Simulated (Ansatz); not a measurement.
# Fields on a plane of Zn (hcp, Mg type)

```
Zn
1.0
    2.62263     0.00000     0.00000
   -1.31132     2.27126     0.00000
    0.00000     0.00000     5.18869
Zn
2
Direct
  0.33333   0.66667   0.75000
  0.66667   0.33333   0.25000
```

The slice is a (-1 1 0 2) plane (indices of the conventional cell) through the point (0.333, 0.667, 0.750) (fractional), spanned by u = [110] and v = [1 -1 1] in vectors of this cell: u (2.62 Å) and v (6.90 Å, at 90° to u). It covers one period; positions are fractions (u, v).

Atoms on it: Zn at (0.00, 0.00). Other atoms lie within 1 Å of the plane.

These are PBE (plane waves to 420 eV, PAW, scalar-relativistic; Ansatz, a first-principles code) values and carry that method's errors. k mesh 20×20×9. Near the nuclei the fields are pseudised (PAW); where an atom keeps semicore shells as valence, they peak there. Zn was relaxed with its symmetry unable to fall.

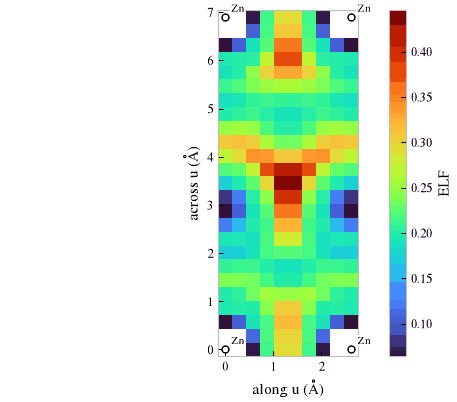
Figure: Electron localisation function (ELF), one period of the plane, atoms marked. Points within 0.5 Å of a nucleus are left white, as the pseudised field means little there.

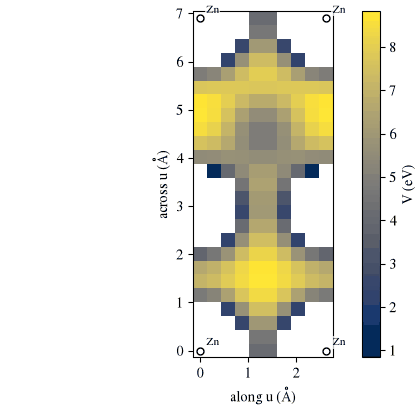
Fig. 1. Electrostatic potential energy of an electron, from the cell's mean, in eV, one period of the plane, atoms marked. Points within 1 Å of a nucleus are left white, as the pseudised field means little there. The zero, the cell's mean, hangs on the PAW cores.

| Item | Result |
|---|---|
| Density on the Zn–Zn line (2.62 Å) at its midpoint | 0.25 e/Å³ |
| ELF at that point | 0.3 |
